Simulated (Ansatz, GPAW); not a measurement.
# A 2-layer slab of V(110): work function by functional and basis, part 2 of 3

Wanted: work functions and dipole of a 2-layer slab of V(110), with the cost of each level.

GPAW 26.7.0 and Ansatz 0.2.0; Ansatz plane waves; slab in vacuum with a dipole correction, relaxation (the session's first sound run).

So far: The starting structure; Relaxation.

## 2. Relaxation (continued)

The valence density, planar mean by z:

| z (Å) | valence density, planar mean (e/Å³) |
| --- | --- |
| 2 | 1.3e-5 |
| 4 | 0.00165 |
| 6 | 0.129 |
| 8 | 0.399 |
| 10 | 0.0897 |
| 12 | 0.00117 |
| 14 | 1.2e-5 |

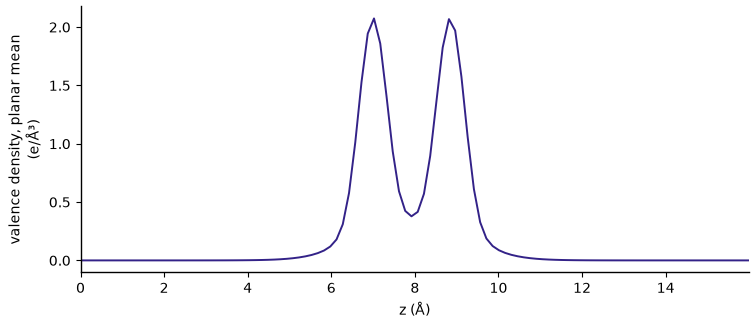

Valence density, planar mean, plotted against z.

The relaxation lowered the energy of the cell by 0.169 eV.

## 3. The slab's potential

The work function is the vacuum plateau of the electrostatic potential less the Fermi level; a dipole layer lets the two faces have plateaus of their own.

This step: GPAW, PAW setups; slab in vacuum (GPAW 26.7.0).

File run.py:

```python
import json
import numpy as np
from ase import Atoms
from gpaw import GPAW, PW

slab = Atoms(
    ['V', 'V'],
    positions=[
        [0.00000, 0.00000, 7.00000],
        [2.13546, 0.00000, 8.85045]],
    cell=[[2.13546, -1.51, 0.0], [2.13546, 1.51, 0.0], [0.0, 0.0, 16.13546]],
    pbc=[True, True, False])

slab.calc = GPAW(mode=PW(400), xc='PBE', kpts={'size': (13, 13, 1), 'gamma': True},
                 occupations={'name': 'fermi-dirac', 'width': 0.1}, nbands='140%',
                 convergence={'density': 1e-05}, maxiter=200,
                 poissonsolver={'dipolelayer': 'xy'},
                 symmetry={'tolerance': 1e-3}, txt='slab.txt')
result = {}
energy = slab.get_potential_energy()
fermi = slab.calc.get_fermi_level()
v = slab.calc.get_electrostatic_potential().mean((0, 1)) - fermi
n = slab.calc.get_pseudo_density().mean((0, 1))
L = slab.cell[2, 2]
z = np.arange(len(v)) * L / len(v)
low, high = slab.positions[:, 2].min(), slab.positions[:, 2].max()
below, above = np.interp([low - 4.8, high + 4.8], z, v)
slopes = [np.interp(x, z, np.gradient(v, z)) for x in (low - 4.8, high + 4.8)]
eps = np.array([[slab.calc.get_eigenvalues(k, s) for k in range(len(slab.calc.get_ibz_k_points()))]
                for s in range(slab.calc.get_number_of_spins())]) - fermi
top, bottom = eps[eps < 0].max(), eps[eps > 0].min()
dipole = slab.get_dipole_moment()[2]
print(f'energy {energy:.4f} eV, Fermi level {fermi:.4f} eV, dipole {dipole:.5f} e A')
print(f'potential 4.8 A off the faces, from the Fermi level: lower {below:.4f} eV, upper {above:.4f} eV')
print(f'slope of the potential there: lower {slopes[0]:.5f}, upper {slopes[1]:.5f} eV/A')
print(f'nearest levels on the mesh: {top:.4f} and {bottom:.4f} eV')
print('magnetic moment', round(slab.get_magnetic_moment(), 3))
result.update(energy=energy, fermi=fermi, dipole=dipole, below=below, above=above, slopes=slopes, edges=[top, bottom],
              z=z.tolist(), v=v.tolist(), n=n.tolist(), positions=slab.positions.tolist(),
              forces=slab.get_forces(apply_constraint=False).tolist(), moments=slab.get_magnetic_moments().tolist())
json.dump(result, open('result.json', 'w'))
```

On the command line:

```
> OMP_NUM_THREADS=1 OPENBLAS_NUM_THREADS=2 python run.py
```

Numbers of over 12 decimals in the logs are rounded to 6 here.

What it wrote:

```text
energy -15.0274 eV, Fermi level -0.6601 eV, dipole 0.00001 e A
potential 4.8 A off the faces, from the Fermi level: lower 4.5653 eV, upper 4.5656 eV
slope of the potential there: lower -0.00174, upper 0.00180 eV/A
nearest levels on the mesh: -0.0167 and 0.0016 eV
magnetic moment 0.0
```

Wall time 76 s (2 threads of Arm Neoverse N1, shared host); peak memory 0.18 GiB.

This step gave:

* dipole along the normal: 6.72e-6 e·Å
* levels nearest the Fermi level on the mesh: -0.01673, 0.001568 eV from the Fermi level
* upper work function: 4.566 eV
* lower work function: 4.565 eV

Electrostatic potential energy of an electron (without an applied field's), less the Fermi level, planar mean against z:

| z (Å) | electrostatic potential energy of an electron (without an applied field's), less the Fermi level, planar mean (eV) |
| --- | --- |
| 0 | 4.57 |
| 1 | 4.57 |
| 2 | 4.57 |
| 3 | 4.56 |
| 4 | 4.51 |
| 5 | 4.01 |
| 6 | -0.455 |
| 7 | -19.9 |
| 8 | -3.99 |
| 9 | -18.5 |
| 10 | 0.924 |
| 11 | 4.17 |
| 12 | 4.53 |
| 13 | 4.56 |
| 14 | 4.57 |
| 15 | 4.57 |
| 16 | 4.57 |

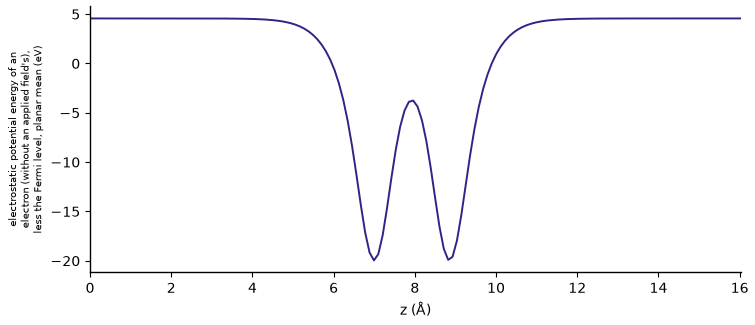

Electrostatic potential energy of an electron (without an applied field's), less the Fermi level, planar mean against z.

Pseudo valence density, planar mean against z:

| z (Å) | pseudo valence density, planar mean (e/Å³) |
| --- | --- |
| 3 | 1.6e-4 |
| 4 | 0.00168 |
| 5 | 0.0159 |
| 6 | 0.128 |
| 7 | 2.18 |
| 8 | 0.393 |
| 9 | 1.99 |
| 10 | 0.0921 |
| 11 | 0.0114 |
| 12 | 0.00118 |
| 13 | 1.1e-4 |

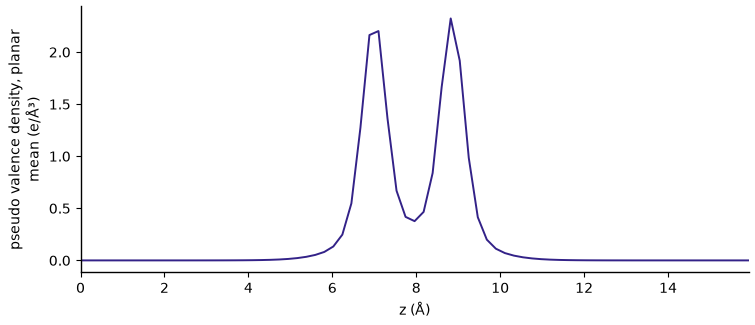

Pseudo valence density, planar mean, plotted against z.

Force by atom:

| atom | x (eV/Å) | y (eV/Å) | z (eV/Å) | size |
| --- | --- | --- | --- | --- |
| V1 | 0.000 | 0.000 | -0.119 | 0.119 |
| V2 | 0.000 | 0.000 | 0.119 | 0.119 |

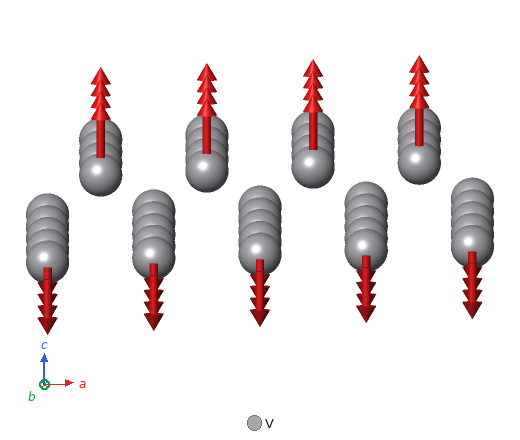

Force as arrows, the longest 0.119 eV/Å. 4×4×1 cells are drawn. Some periodic images of atoms are drawn too.

The potential is flat to 0.002 eV/Å where it is read, so the vacuum is wide enough. The geometry is the other program's minimum; here the largest force on a free atom is 0.12 eV/Å.

## 4. Self-consistent run: xc = "revPBE"

The same geometry under revPBE, to see how far the functional moves the levels against the vacuum.

Changes to run.py since step 3:

```diff
@@ -13,3 +13,3 @@
 
-slab.calc = GPAW(mode=PW(400), xc='PBE', kpts={'size': (13, 13, 1), 'gamma': True},
+slab.calc = GPAW(mode=PW(400), xc='revPBE', kpts={'size': (13, 13, 1), 'gamma': True},
                  occupations={'name': 'fermi-dirac', 'width': 0.1}, nbands='140%',
```

What it wrote:

```text
energy -14.3308 eV, Fermi level -0.5620 eV, dipole 0.00001 e A
potential 4.8 A off the faces, from the Fermi level: lower 4.4586 eV, upper 4.4589 eV
slope of the potential there: lower -0.00187, upper 0.00194 eV/A
nearest levels on the mesh: -0.0225 and 0.0005 eV
magnetic moment 0.0
```

Run time: 77 s. Hardware: 2 threads; peak memory 0.18 GiB.

Numbers from this step:

```
dipole along the normal                    : 6.17e-6 e·Å
levels nearest the Fermi level on the mesh : -0.02254, 4.64e-4 eV from the Fermi level
upper work function                        : 4.459 eV
lower work function                        : 4.459 eV
```

Table of electrostatic potential energy of an electron (without an applied field's), less the Fermi level, planar mean by z:

| z (Å) | electrostatic potential energy of an electron (without an applied field's), less the Fermi level, planar mean (eV) |
| --- | --- |
| 0 | 4.46 |
| 1 | 4.46 |
| 2 | 4.46 |
| 3 | 4.45 |
| 4 | 4.41 |
| 5 | 3.91 |
| 6 | -0.543 |
| 7 | -20.0 |
| 8 | -4.08 |
| 9 | -18.6 |
| 10 | 0.836 |
| 11 | 4.07 |
| 12 | 4.42 |
| 13 | 4.46 |
| 14 | 4.46 |
| 15 | 4.46 |
| 16 | 4.46 |

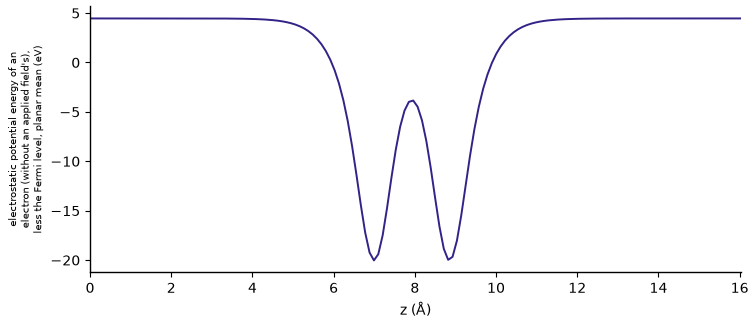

Electrostatic potential energy of an electron (without an applied field's), less the Fermi level, planar mean, plotted against z.

The pseudo valence density, planar mean by z:

| z (Å) | pseudo valence density, planar mean (e/Å³) |
| --- | --- |
| 2 | 1.6e-5 |
| 4 | 0.00164 |
| 6 | 0.128 |
| 8 | 0.393 |
| 10 | 0.0922 |
| 12 | 0.00116 |
| 14 | 1.1e-5 |

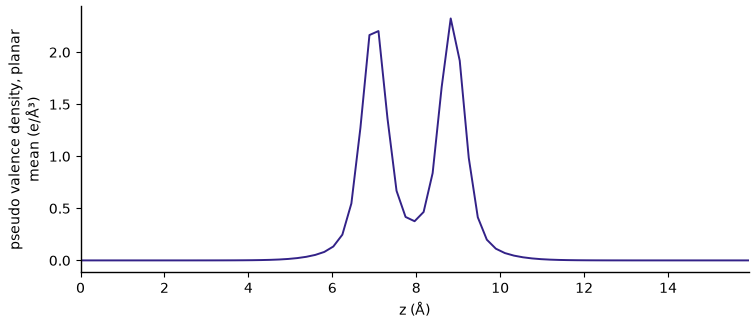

Pseudo valence density, planar mean, plotted against z.

Force by atom:

| atom | x (eV/Å) | y (eV/Å) | z (eV/Å) | size |
| --- | --- | --- | --- | --- |
| V1 | 0.000 | 0.000 | -0.326 | 0.326 |
| V2 | 0.000 | 0.000 | 0.326 | 0.326 |

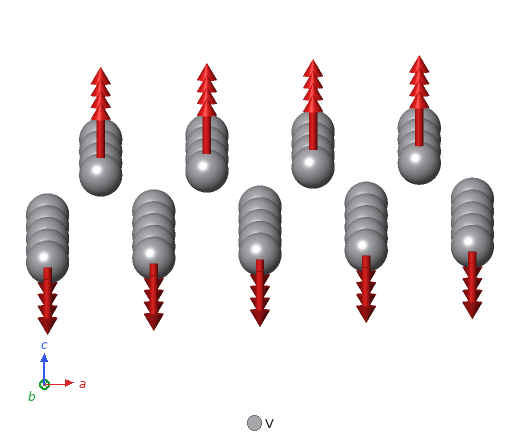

Force as arrows, the longest 0.326 eV/Å. 4×4×1 cells are drawn. Some periodic images of atoms are drawn too.

The upper face's work function is 4.459 eV, against 4.566 eV in the first plane-wave PBE run at this geometry.

## 5. Self-consistent run: xc = "vdW-DF2"

The same geometry under vdW-DF2, to see how far the functional moves the levels against the vacuum (the van der Waals functionals take revPBE setups).

Changes to run.py since step 4:

```diff
@@ -13,3 +13,3 @@
 
-slab.calc = GPAW(mode=PW(400), xc='revPBE', kpts={'size': (13, 13, 1), 'gamma': True},
+slab.calc = GPAW(mode=PW(400), xc='vdW-DF2', kpts={'size': (13, 13, 1), 'gamma': True},
                  occupations={'name': 'fermi-dirac', 'width': 0.1}, nbands='140%',
```

What it wrote:

```text
energy -100.2944 eV, Fermi level -0.7845 eV, dipole 0.00001 e A
potential 4.8 A off the faces, from the Fermi level: lower 4.7673 eV, upper 4.7675 eV
slope of the potential there: lower -0.00310, upper 0.00322 eV/A
nearest levels on the mesh: -0.0278 and 0.0036 eV
magnetic moment 0.0
```

It took 1.8 min on 2 threads; peak memory 0.26 GiB.

This step gave:

```
dipole along the normal                    : 1.16e-5 e·Å
levels nearest the Fermi level on the mesh : -0.02779, 0.003596 eV from the Fermi level
upper work function                        : 4.768 eV
lower work function                        : 4.767 eV
```

The upper face's work function is 4.768 eV, against 4.566 eV in the first plane-wave PBE run at this geometry.

## 6. OptPBE vdW: xc = "optPBE-vdW"

The same geometry under optPBE-vdW, to see how far the functional moves the levels against the vacuum (the van der Waals functionals take revPBE setups).

Changes to run.py since step 5:

```diff
@@ -13,3 +13,3 @@
 
-slab.calc = GPAW(mode=PW(400), xc='vdW-DF2', kpts={'size': (13, 13, 1), 'gamma': True},
+slab.calc = GPAW(mode=PW(400), xc='optPBE-vdW', kpts={'size': (13, 13, 1), 'gamma': True},
                  occupations={'name': 'fermi-dirac', 'width': 0.1}, nbands='140%',
```

What it wrote:

```text
energy -31.1523 eV, Fermi level -0.7521 eV, dipole 0.00001 e A
potential 4.8 A off the faces, from the Fermi level: lower 4.6999 eV, upper 4.7001 eV
slope of the potential there: lower -0.00305, upper 0.00312 eV/A
nearest levels on the mesh: -0.0049 and 0.0174 eV
magnetic moment 0.0
```

The job ended after 94 s (2 threads; peak memory 0.26 GiB).

Numbers from this step:

```yaml
dipole_along_the_normal: 8.68e-6 e·Å
levels_nearest_the_fermi_level_on_the_mesh: -0.004854, 0.01736 eV from the Fermi level
upper_work_function: 4.700 eV
lower_work_function: 4.700 eV
```

Electrostatic potential energy of an electron (without an applied field's), less the Fermi level, planar mean against z:

| z (Å) | electrostatic potential energy of an electron (without an applied field's), less the Fermi level, planar mean (eV) |
| --- | --- |
| 0 | 4.70 |
| 1 | 4.70 |
| 2 | 4.70 |
| 3 | 4.69 |
| 4 | 4.63 |
| 5 | 4.07 |
| 6 | -0.449 |
| 7 | -19.8 |
| 8 | -4.05 |
| 9 | -18.4 |
| 10 | 0.930 |
| 11 | 4.24 |
| 12 | 4.65 |
| 13 | 4.70 |
| 14 | 4.70 |
| 15 | 4.70 |
| 16 | 4.70 |

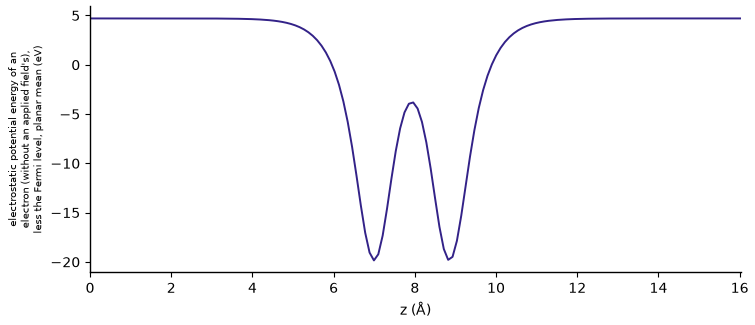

Electrostatic potential energy of an electron (without an applied field's), less the Fermi level, planar mean against z.

The upper face's work function is 4.700 eV, against 4.566 eV in the first plane-wave PBE run at this geometry.

## 7. Self-consistent run: xc = "RPBE"

The same geometry under RPBE, to see how far the functional moves the levels against the vacuum.

Changes to run.py since step 6:

```diff
@@ -13,3 +13,3 @@
 
-slab.calc = GPAW(mode=PW(400), xc='optPBE-vdW', kpts={'size': (13, 13, 1), 'gamma': True},
+slab.calc = GPAW(mode=PW(400), xc='RPBE', kpts={'size': (13, 13, 1), 'gamma': True},
                  occupations={'name': 'fermi-dirac', 'width': 0.1}, nbands='140%',
```

What it wrote:

```text
energy -14.1655 eV, Fermi level -0.5401 eV, dipole 0.00001 e A
potential 4.8 A off the faces, from the Fermi level: lower 4.4433 eV, upper 4.4435 eV
slope of the potential there: lower -0.00200, upper 0.00206 eV/A
nearest levels on the mesh: -0.0215 and 0.0003 eV
magnetic moment 0.0
```

Wall time 75 s (2 threads); peak memory 0.18 GiB.

This step gave:

* dipole along the normal: 8.46e-6 e·Å
* levels nearest the Fermi level on the mesh: -0.02155, 2.53e-4 eV from the Fermi level
* upper work function: 4.444 eV
* lower work function: 4.443 eV

The upper face's work function is 4.444 eV, against 4.566 eV in the first plane-wave PBE run at this geometry.

## 8. Real-space grid: mode = "fd"

A real-space grid is a second complete basis, so it checks the plane-wave result.

Changes to run.py since step 7:

```diff
@@ -3,3 +3,3 @@
 from ase import Atoms
-from gpaw import GPAW, PW
+from gpaw import GPAW
 
@@ -13,3 +13,3 @@
 
-slab.calc = GPAW(mode=PW(400), xc='RPBE', kpts={'size': (13, 13, 1), 'gamma': True},
+slab.calc = GPAW(mode='fd', h=0.18, xc='PBE', kpts={'size': (13, 13, 1), 'gamma': True},
                  occupations={'name': 'fermi-dirac', 'width': 0.1}, nbands='140%',
```

What it wrote:

```text
energy -15.1185 eV, Fermi level -4.5646 eV, dipole -0.00001 e A
potential 4.8 A off the faces, from the Fermi level: lower 4.5638 eV, upper 4.5640 eV
slope of the potential there: lower -0.00166, upper 0.00171 eV/A
nearest levels on the mesh: -0.0171 and 0.0016 eV
magnetic moment 0.0
```

Elapsed: 3.9 min, on 2 threads; peak memory 0.41 GiB.

This step gave:

| Quantity | Value |
| --- | --- |
| dipole along the normal | -9.62e-6 e·Å |
| levels nearest the Fermi level on the mesh | -0.01706, 0.001581 eV from the Fermi level |
| upper work function | 4.564 eV |
| lower work function | 4.564 eV |

The upper face's work function is 4.564 eV, against 4.566 eV in the first plane-wave PBE run at this geometry.

## 9. Atomic orbitals: mode = "lcao"

Atom-centred orbitals end a few angstrom from the surface, which tests how much the density's tail matters.

Changes to run.py since step 8:

```diff
@@ -13,4 +13,4 @@
 
-slab.calc = GPAW(mode='fd', h=0.18, xc='PBE', kpts={'size': (13, 13, 1), 'gamma': True},
-                 occupations={'name': 'fermi-dirac', 'width': 0.1}, nbands='140%',
+slab.calc = GPAW(mode='lcao', basis='dzp', h=0.18, xc='PBE', kpts={'size': (13, 13, 1), 'gamma': True},
+                 occupations={'name': 'fermi-dirac', 'width': 0.1}, nbands='120%',
                  convergence={'density': 1e-05}, maxiter=200,
```

What it wrote:

```text
energy -14.4522 eV, Fermi level -4.5451 eV, dipole -0.00000 e A
potential 4.8 A off the faces, from the Fermi level: lower 4.5449 eV, upper 4.5450 eV
slope of the potential there: lower -0.00066, upper 0.00067 eV/A
nearest levels on the mesh: -0.0012 and 0.0207 eV
magnetic moment 0.0
```

The job ended after 12 min (2 threads; peak memory 0.21 GiB).

This step gave:

```yaml
dipole_along_the_normal: -2.07e-6 e·Å
levels_nearest_the_fermi_level_on_the_mesh: -0.001239, 0.02070 eV from the Fermi level
upper_work_function: 4.545 eV
lower_work_function: 4.545 eV
```

(Continued in part 3 of 3.)

[Logs are printed without paths, hosts, clocks, repeated set-up lines and the standing remarks that a program may print on its own settings, such as how far it seeks lower states.]

[Hosts, paths, dates, database ids (printed as entryN), source tags and the programs' standing remarks are cut or masked in the printed files.]
